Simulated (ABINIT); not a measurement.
# BaAlGeH (P3m1): G0W0 with ABINIT, start to end

Wanted: ground state, empty states, screening and self-energy for BaAlGeH (P3m1).

Main program and level: ABINIT 10.8.3; PBEsol and many-body steps on it, plane waves.

**1. Starting point**

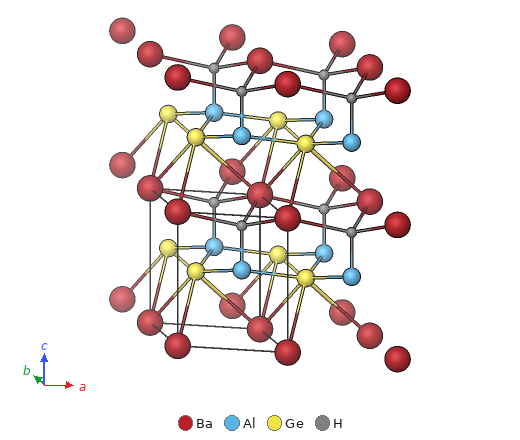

Start, viewed slightly off an axis; barium red, aluminium blue, germanium yellow, hydrogen grey. 2×2×2 cells are drawn. Bonds to atoms that aren't drawn are left out. Some periodic images of atoms are drawn too.

Coordinates:

```cif
data_structure
_symmetry_space_group_name_H-M 'P 1'
_symmetry_Int_Tables_number 1
_cell_length_a 4.3448
_cell_length_b 4.3448
_cell_length_c 5.2161
_cell_angle_alpha 90.000
_cell_angle_beta 90.000
_cell_angle_gamma 120.000
_cell_volume 85.27
loop_
_atom_site_label
_atom_site_type_symbol
_atom_site_fract_x
_atom_site_fract_y
_atom_site_fract_z
_atom_site_occupancy
Ba1 Ba 0.00000 0.00000 0.00000 1
Al2 Al 0.66667 0.33333 0.53950 1
Ge3 Ge 0.33333 0.66667 0.45510 1
H4 H 0.66667 0.33333 0.87030 1
```

The cell and positions come from the Crystallography Open Database and are kept as given unless a step says otherwise. Spin-orbit coupling is left out unless a step names it.

**2. Ground state**

This step: ABINIT 10.8.3; DFT, PBEsol, plane waves, norm-conserving pseudopotentials.

The ground-state density comes first.

run.abi

```
acell 3*1.0 Angstrom
rprim 
  4.344840000012 -0.000000000003 0.000000000000
  -2.172420000004 3.762741815391 0.000000000000
  0.000000000000 0.000000000000 5.216060000000
ntypat 4
znucl 56 13 32 1
natom 4
typat 1 2 3 4
xred 
  0.000000000000 0.000000000000 0.000000000000
  0.666666666667 0.333333333333 0.539500000000
  0.333333333333 0.666666666667 0.455100000000
  0.666666666667 0.333333333333 0.870300000000
pp_dirpath "pseudos"
pseudos "Ba.upf, Al.upf, Ge.upf, H.upf"
ecut 56
ngkpt 6 6 4
nshiftk 1
shiftk 0 0 0
kptopt 1
chksymbreak 0
nband 24
occopt 1
tolvrs 1e-10
nstep 60
prtwf 0
optforces 0
optstress 0
indata_prefix "in"
outdata_prefix "out"
tmpdata_prefix "tmp"
```

Run with:

```bash
> OMP_NUM_THREADS=1 mpirun -n 4 abinit run.abi > log
```

Numbers of over 12 decimals in the logs are rounded to 6 here.

Output:

```text
.Version 10.8.3 of ABINIT. v10.8.2 released Aug 2026.

 Symmetries : space group P3 m 1 (#156); Bravais hP (primitive hexag.)
================================================================================
 Values of the parameters that define the memory need of the present run
     intxc =       0    ionmov =       0      iscf =       7    lmnmax =       6
     lnmax =       6     mgfft =      72  mpssoang =       3    mqgrid =    3321
     natom =       4  nloc_mem =       1    nspden =       1   nspinor =       1
    nsppol =       1      nsym =       6    n1xccc =    2501    ntypat =       4
    occopt =       1   xclevel =       2
-    mband =          24        mffmem =           1         mkmem =           6
       mpw =       11535          nfft =      259200          nkpt =          24
================================================================================
  Rough estimation (10% accuracy) of disk space for files :
================================================================================

--------------------------------------------------------------------------------
------------- Echo of variables that govern the present computation ------------
--------------------------------------------------------------------------------
 -outvars: echo values of preprocessed input variables --------
            acell      1.8897261259E+00  1.8897261259E+00  1.8897261259E+00 Bohr

      chksymbreak           0
             ecut      5.60000000E+01 Hartree
-          fftalg         312

              ixc     -116133
              kpt      0.00000000E+00  0.00000000E+00  0.00000000E+00
                       1.66666667E-01  0.00000000E+00  0.00000000E+00
                       3.33333333E-01  0.00000000E+00  0.00000000E+00
                       5.00000000E-01  0.00000000E+00  0.00000000E+00
                       1.66666667E-01  1.66666667E-01  0.00000000E+00
                       3.33333333E-01  1.66666667E-01  0.00000000E+00
                       3.33333333E-01  3.33333333E-01  0.00000000E+00
                       0.00000000E+00  0.00000000E+00  2.50000000E-01
                       1.66666667E-01  0.00000000E+00  2.50000000E-01
   [... 13 further rows ...]
                       3.33333333E-01  1.66666667E-01  5.00000000E-01
                       3.33333333E-01  3.33333333E-01  5.00000000E-01
         kptrlatt        6    0    0      0    6    0      0    0    4
          kptrlen      3.94276994E+01
P           mkmem           6
            natom           4
            nband          24
            ngfft          60      60      72
             nkpt          24
            nstep          60
             nsym           6
           ntypat           4
              occ      2.000000  2.000000  2.000000  2.000000  2.000000  2.000000
                       2.000000  2.000000  2.000000  2.000000  2.000000  2.000000
                       2.000000  2.000000  2.000000  2.000000  2.000000  2.000000
                       0.000000  0.000000  0.000000  0.000000  0.000000  0.000000
        optforces           0
        optstress           0
            prtwf           0
            rprim      4.3448400000E+00 -3.0000000000E-12  0.0000000000E+00
[...]
spgroup         156

           tolvrs      1.00000000E-10

             xred      0.0000000000E+00  0.0000000000E+00  0.0000000000E+00
[...]
znucl       56.00000   13.00000   32.00000    1.00000

================================================================================

 chkinp: Checking input parameters for consistency.

================================================================================
== DATASET  1 ==================================================================
-   mpi_nproc: 4, omp_nthreads: 1 (-1 if OMP is not activated)

--- !DatasetInfo
iteration_state: {dtset: 1, }
dimensions: {natom: 4, nkpt: 24, mband: 24, nsppol: 1, nspinor: 1, nspden: 1, mpw: 11535, }
cutoff_energies: {ecut:  56.0, pawecutdg:  -1.0, }
electrons: {nelect:   3.60000000E+01, charge:   0.00000000E+00, occopt:   1.00000000E+00, tsmear:   1.00000000E-02, }

 Real(R)+Recip(G) space primitive vectors, cartesian coordinates (Bohr,Bohr^-1):
 R(1)=  8.2105577  0.0000000  0.0000000  G(1)=  0.1217944  0.0703180  0.0000000
 R(2)= -4.1052788  7.1105515  0.0000000  G(2)=  0.0000000  0.1406361  0.0000000
 R(3)=  0.0000000  0.0000000  9.8569249  G(3)=  0.0000000  0.0000000  0.1014515
 Unit cell volume ucvol=  5.7546298E+02 bohr^3
 Angles (23,13,12)=  9.00000000E+01  9.00000000E+01  1.20000000E+02 degrees

 getcut: wavevector=  0.0000  0.0000  0.0000  ngfft=  60  60  72
         ecut(hartree)=     56.000   => boxcut(ratio)=   2.16836

--- Pseudopotential description ------------------------------------------------
- Ba Generated using ONCVPSP code by D. R. Hamann
- 56.00000  10.00000  180301                  znucl, zion, pspdat
12 -116133 2 -1 1936                          pspcod,pspxc,lmax,lloc,mmax
     nproj     2     2     2
  pspatm : epsatm=   22.57506632
         --- l  ekb(1:nproj) -->
[...]
pspatm: atomic psp has been read  and splines computed

- Al Generated using ONCVPSP code by D. R. Hamann
- 13.00000   3.00000  180301                  znucl, zion, pspdat
12 -116133 2 -1 1876                          pspcod,pspxc,lmax,lloc,mmax
     nproj     2     2     2
  pspatm : epsatm=    0.68509285
         --- l  ekb(1:nproj) -->
[...]
pspatm: atomic psp has been read  and splines computed

- Ge Generated using ONCVPSP code by D. R. Hamann
- 32.00000  22.00000  180301                  znucl, zion, pspdat
12 -116133 2 -1 1560                          pspcod,pspxc,lmax,lloc,mmax
     nproj     2     2     2
  pspatm : epsatm=   22.55990694
         --- l  ekb(1:nproj) -->
[...]
pspatm: atomic psp has been read  and splines computed

- H Generated using ONCVPSP code by D. R. Hamann
-  1.00000   1.00000  180301                  znucl, zion, pspdat
12 -116133 1 -1 1180                          pspcod,pspxc,lmax,lloc,mmax
     nproj     2     1     0
  pspatm : epsatm=    0.35585368
         --- l  ekb(1:nproj) -->
[...]
1   -0.494138
 pspatm: atomic psp has been read  and splines computed

   1.66233311E+03                                ecore*ucvol(ha*bohr**3)
--------------------------------------------------------------------------------

_setup2: Arith. and geom. avg. npw (full set) are   11518.840   11518.833

================================================================================

--- !BeginCycle
iteration_state: {dtset: 1, }
solver: {iscf: 7, nstep: 60, nline: 4, wfoptalg: 0, }
tolerances: {tolvrs: 1.00E-10, }

     iter   Etot(hartree)      deltaE(h)  residm     vres2
 ETOT  1  -305.13574487022    -3.051E+02 9.678E-01 1.519E+04
 ETOT  2  -308.09122561046    -2.955E+00 6.542E-02 3.034E+04
 ETOT  3  -310.12160237372    -2.030E+00 5.858E-02 5.548E+03
 ETOT  4  -310.40774994325    -2.861E-01 2.727E-02 1.650E+03
 ETOT  5  -310.51342302835    -1.057E-01 2.219E-02 2.286E+02
 ETOT  6  -310.52704909977    -1.363E-02 2.187E-03 2.341E+01
 ETOT  7  -310.52867501495    -1.626E-03 6.714E-03 4.879E-02
 ETOT  8  -310.52867670454    -1.690E-06 1.645E-03 1.080E-02
 ETOT  9  -310.52867772241    -1.018E-06 2.298E-03 3.977E-05
 ETOT 10  -310.52867772691    -4.503E-09 2.956E-04 9.000E-06
 ETOT 11  -310.52867772729    -3.816E-10 2.441E-04 1.639E-07
 ETOT 12  -310.52867772732    -3.445E-11 1.328E-04 6.297E-09
 ETOT 13  -310.52867772731     8.868E-12 1.420E-04 5.476E-11

 At SCF step   13       vres2   =  5.48E-11 < tolvrs=  1.00E-10 =>converged.

--- !ResultsGS
iteration_state: {dtset: 1, }
comment   : Summary of ground state results
lattice_vectors:
- [  8.2105577,  -0.0000000,   0.0000000, ]
- [ -4.1052788,   7.1105515,   0.0000000, ]
- [  0.0000000,   0.0000000,   9.8569249, ]
lattice_lengths: [   8.21056,    8.21056,    9.85692, ]
lattice_angles: [ 90.000,  90.000, 120.000, ] # degrees, (23, 13, 12)
lattice_volume:   5.7546298E+02
convergence: {deltae:  8.868E-12, res2:  5.476E-11, residm:  1.420E-04, diffor:  0.000E+00, }
etotal    :  -3.10528678E+02
entropy   :   0.00000000E+00
fermie    :   2.16286011E-01
cartesian_stress_tensor: null
pressure_GPa: null
xred      :
- [  0.0000E+00,   0.0000E+00,   0.0000E+00, Ba]
- [  6.6667E-01,   3.3333E-01,   5.3950E-01, Al]
- [  3.3333E-01,   6.6667E-01,   4.5510E-01, Ge]
- [  6.6667E-01,   3.3333E-01,   8.7030E-01,  H]
cartesian_forces: null
force_length_stats: {min: null, max: null, mean: null, }

 Integrated electronic density in atomic spheres:
 ------------------------------------------------
 Atom  Sphere_radius  Integrated_density
[...]
4        2.00000          1.38343472
================================================================================

 ----iterations are completed or convergence reached----

 Mean square residual over all n,k,spin=   53.942E-08; max=  14.197E-05
 reduced coordinates (array xred) for    4 atoms
       0.000000000000      0.000000000000      0.000000000000
       0.666666666667      0.333333333333      0.539500000000
       0.333333333333      0.666666666667      0.455100000000
       0.666666666667      0.333333333333      0.870300000000
 rms dE/dt=  0.0000E+00; max dE/dt=  0.0000E+00; dE/dt below (all hartree)
    1       0.000000000000      0.000000000000      0.000000000000
    2       0.000000000000      0.000000000000      0.000000000000
    3       0.000000000000      0.000000000000      0.000000000000
    4       0.000000000000      0.000000000000      0.000000000000

 cartesian coordinates (angstrom) at end:
    1      0.000000     0.000000     0.000000
    2      2.172420     1.254247     2.814064
    3      1.33e-12     2.508495     2.373829
    4      2.172420     1.254247     4.539537
 length scales=  1.889726125908  1.889726125908  1.889726125908 bohr
              =  1.000000000000  1.000000000000  1.000000000000 angstroms
 prteigrs : about to open file out_EIG
 Fermi (or HOMO) energy (hartree) =   0.21629   Average Vxc (hartree)=  -0.35362
 Eigenvalues (hartree) for nkpt=  24  k points:
 kpt#   1, nband= 24, wtk=  0.00694, kpt=  0.0000  0.0000  0.0000 (reduced coord)
  -5.73940   -3.80315   -3.80315   -3.80229   -0.78630   -0.64019   -0.64019   -0.63857
  -0.63857   -0.63841   -0.24865   -0.23497   -0.23497   -0.12397    0.05987    0.18795
   0.20080    0.20080    0.25789    0.33764    0.33764    0.37647    0.37689    0.38058
 prteigrs : prtvol=0 or 1, do not print more k-points.

--- !EnergyTerms
iteration_state     : {dtset: 1, }
comment             : Components of total free energy in Hartree
kinetic             :  1.41708971993449E+02
hartree             :  1.45499219716856E+02
xc                  : -3.53376617098925E+01
Ewald energy        : -1.27317646753708E+02
psp_core            :  2.88868820079072E+00
local_psp           : -3.70561720854510E+02
non_local_psp       : -6.74085283203014E+01
total_energy        : -3.10528677727315E+02
total_energy_eV     : -8.44991579009172E+03
band_energy         : -4.28926699645623E+01

== END DATASET(S) ==============================================================
================================================================================

 -outvars: echo values of variables after computation  --------
           etotal     -3.1052867773E+02
            nband          24
             nkpt          24
          spgroup         156
 [... the other variables as echoed above ...]

 Calculation completed.
```

The job ended after 3.5 min (4 MPI ranks of Intel Xeon Platinum 8259CL at 2.50GHz (Skylake/Cascade Lake), shared host; peak memory 0.71 GiB; 14 min of CPU time).

Numbers from this step:

* total energy: -8449.9158 eV
* gap: 0.7867 eV
* k of the valence top: 0, 0, 0.5
* k of the conduction bottom: 0.5, 0, 0
* least direct gap: 1.302 eV

The gap is indirect, with the least direct gap 0.52 eV higher.

**3. Empty states on the mesh, 3×3×2 mesh, 80 bands**

The sums over transitions need many empty states on a uniform mesh; this step solves for them.

Edit run.abi of step 2 so:

```diff
@@ -17,3 +17,3 @@
 ecut 56
-ngkpt 6 6 4
+ngkpt 3 3 2
 nshiftk 1
@@ -22,9 +22,10 @@
 chksymbreak 0
-nband 24
-occopt 1
-tolvrs 1e-10
+iscf -2
+irdden 1
+istwfk *1
+nband 80
+nbdbuf 6
+tolwfr 1e-09
 nstep 60
-prtwf 0
-optforces 0
-optstress 0
+prtvol 0
 indata_prefix "in"
```

Output:

```text
.Version 10.8.3 of ABINIT. v10.8.2 released Aug 2026.

 Symmetries : space group P3 m 1 (#156); Bravais hP (primitive hexag.)
[... echo of the input left out ...]
== DATASET  1 ==================================================================
-   mpi_nproc: 4, omp_nthreads: 1 (-1 if OMP is not activated)

--- !DatasetInfo
iteration_state: {dtset: 1, }
dimensions: {natom: 4, nkpt: 6, mband: 80, nsppol: 1, nspinor: 1, nspden: 1, mpw: 11532, }
cutoff_energies: {ecut:  56.0, pawecutdg:  -1.0, }
electrons: {nelect:   3.60000000E+01, charge:   0.00000000E+00, occopt:   1.00000000E+00, tsmear:   1.00000000E-02, }

 Real(R)+Recip(G) space primitive vectors, cartesian coordinates (Bohr,Bohr^-1):
 R(1)=  8.2105577  0.0000000  0.0000000  G(1)=  0.1217944  0.0703180  0.0000000
 R(2)= -4.1052788  7.1105515  0.0000000  G(2)=  0.0000000  0.1406361  0.0000000
 R(3)=  0.0000000  0.0000000  9.8569249  G(3)=  0.0000000  0.0000000  0.1014515
 Unit cell volume ucvol=  5.7546298E+02 bohr^3
 Angles (23,13,12)=  9.00000000E+01  9.00000000E+01  1.20000000E+02 degrees

 getcut: wavevector=  0.0000  0.0000  0.0000  ngfft=  60  60  72
         ecut(hartree)=     56.000   => boxcut(ratio)=   2.16836

--- Pseudopotential description ------------------------------------------------
- Ba Generated using ONCVPSP code by D. R. Hamann
- 56.00000  10.00000  180301                  znucl, zion, pspdat
12 -116133 2 -1 1936                          pspcod,pspxc,lmax,lloc,mmax
     nproj     2     2     2
  pspatm : epsatm=   22.57506632
         --- l  ekb(1:nproj) -->
             0    6.556682    0.638229
             1    5.348860    0.533728
             2    4.518908    0.934050
 pspatm: atomic psp has been read  and splines computed

- Al Generated using ONCVPSP code by D. R. Hamann
- 13.00000   3.00000  180301                  znucl, zion, pspdat
12 -116133 2 -1 1876                          pspcod,pspxc,lmax,lloc,mmax
     nproj     2     2     2
  pspatm : epsatm=    0.68509285
         --- l  ekb(1:nproj) -->
[...]
pspatm: atomic psp has been read  and splines computed

- Ge Generated using ONCVPSP code by D. R. Hamann
- 32.00000  22.00000  180301                  znucl, zion, pspdat
12 -116133 2 -1 1560                          pspcod,pspxc,lmax,lloc,mmax
     nproj     2     2     2
  pspatm : epsatm=   22.55990694
         --- l  ekb(1:nproj) -->
[...]
pspatm: atomic psp has been read  and splines computed

- H Generated using ONCVPSP code by D. R. Hamann
-  1.00000   1.00000  180301                  znucl, zion, pspdat
12 -116133 1 -1 1180                          pspcod,pspxc,lmax,lloc,mmax
     nproj     2     1     0
  pspatm : epsatm=    0.35585368
         --- l  ekb(1:nproj) -->
[...]
1   -0.494138
 pspatm: atomic psp has been read  and splines computed

[...]
prteigrs : about to open file out_EIG
 Non-SCF case, kpt    1 (  0.00000  0.00000  0.00000), residuals and eigenvalues=
  6.46E-10  1.86E-10  1.63E-10  6.32E-10  7.88E-10  7.70E-10  9.64E-10  4.88E-10
  5.83E-10  7.50E-10  3.48E-10  3.89E-10  9.78E-10  5.74E-10  7.48E-10  2.73E-10
  2.88E-10  8.25E-10  3.21E-10  2.91E-10  6.38E-10  3.50E-10  5.88E-10  7.00E-10
[...]
-5.7394E+00 -3.8031E+00 -3.8031E+00 -3.8023E+00 -7.8630E-01 -6.4019E-01
 -6.4019E-01 -6.3857E-01 -6.3857E-01 -6.3841E-01 -2.4865E-01 -2.3497E-01
 -2.3497E-01 -1.2397E-01  5.9873E-02  1.8795E-01  2.0080E-01  2.0080E-01
[...]
1.4116E+00  1.4361E+00  1.4361E+00  1.4425E+00  1.4561E+00  1.4730E+00
  1.4730E+00  1.4995E+00  1.4995E+00  1.5203E+00  1.5345E+00  1.5345E+00
  1.5665E+00  1.5967E+00
 prteigrs : prtvol=0 or 1, do not print more k-points.

--- !ResultsGS
iteration_state: {dtset: 1, }
comment   : Summary of ground state results
lattice_vectors:
- [  8.2105577,  -0.0000000,   0.0000000, ]
- [ -4.1052788,   7.1105515,   0.0000000, ]
- [  0.0000000,   0.0000000,   9.8569249, ]
lattice_lengths: [   8.21056,    8.21056,    9.85692, ]
lattice_angles: [ 90.000,  90.000, 120.000, ] # degrees, (23, 13, 12)
lattice_volume:   5.7546298E+02
convergence: {deltae:  0.000E+00, res2:  0.000E+00, residm:  9.973E-10, diffor:  0.000E+00, }
etotal    :  -3.10528678E+02
entropy   :   0.00000000E+00
fermie    :   2.16286011E-01
cartesian_stress_tensor: null
pressure_GPa: null
xred      :
- [  0.0000E+00,   0.0000E+00,   0.0000E+00, Ba]
- [  6.6667E-01,   3.3333E-01,   5.3950E-01, Al]
- [  3.3333E-01,   6.6667E-01,   4.5510E-01, Ge]
- [  6.6667E-01,   3.3333E-01,   8.7030E-01,  H]
cartesian_forces: null
force_length_stats: {min: null, max: null, mean: null, }

 Integrated electronic density in atomic spheres:
 ------------------------------------------------
 Atom  Sphere_radius  Integrated_density
[...]
================================================================================

 ----iterations are completed or convergence reached----

 Mean square residual over all n,k,spin=   54.473E-11; max=  99.733E-11
 reduced coordinates (array xred) for    4 atoms
[...]
0.333333333333      0.666666666667      0.455100000000
       0.666666666667      0.333333333333      0.870300000000

 cartesian coordinates (angstrom) at end:
    1      0.000000     0.000000     0.000000
    2      2.172420     1.254247     2.814064
    3      1.33e-12     2.508495     2.373829
    4      2.172420     1.254247     4.539537
 length scales=  1.889726125908  1.889726125908  1.889726125908 bohr
              =  1.000000000000  1.000000000000  1.000000000000 angstroms
 prteigrs : about to open file out_EIG
 Eigenvalues (hartree) for nkpt=   6  k points:
 kpt#   1, nband= 80, wtk=  0.05556, kpt=  0.0000  0.0000  0.0000 (reduced coord)
[...]
1.39778    1.41163    1.41163    1.43613    1.43613    1.44254    1.45612    1.47304
   1.47304    1.49952    1.49952    1.52029    1.53452    1.53452    1.56654    1.59670
 prteigrs : prtvol=0 or 1, do not print more k-points.

== END DATASET(S) ==============================================================
================================================================================

 -outvars: echo values of variables after computation  --------
            nband          80
             nkpt           6
          spgroup         156
 [... the other variables as echoed above ...]

 Calculation completed.
```

Wall time 2 min (4 MPI ranks); peak memory 0.5 GiB.

Numbers from this step:

```
gap                                                           : 1.132 eV
k of the valence top                                          : 0, 0, 0.5
k of the conduction bottom                                    : 0, 0, 0
least direct gap                                              : 1.350 eV
k points computed                                             : 6
lowest point of the top converged band, above the valence top : 34.31 eV
```

On this mesh the gap is 1.132 eV. The earlier step found 0.787 eV, so this mesh misses an edge.

(Part 1 of 2 ends here.)

[Paths, hosts, dates, memory and timing lines, banners, echoed tables and standing remarks are left out of the program output.]

[Logs are printed without paths, hosts, clocks, repeated set-up lines and the standing remarks that a program may print on its own settings, such as how far it seeks lower states.]

[Runs of the session that timed out or met a known fault of the program may be left out.]

[Hosts, paths, dates, database ids (printed as entryN), source tags and the programs' standing remarks are cut or masked in the printed files.]

[G0W0 gaps are taken among the corrected bands and points alone; a level outside them can change the order at an edge.]

[Where Ansatz stands beside ABINIT at settings called matched, ABINIT's density can come from a denser mesh and the files from another edition; pairs whose starting gaps differed by over 0.03 eV were left out, so agreement reads better than it is.]
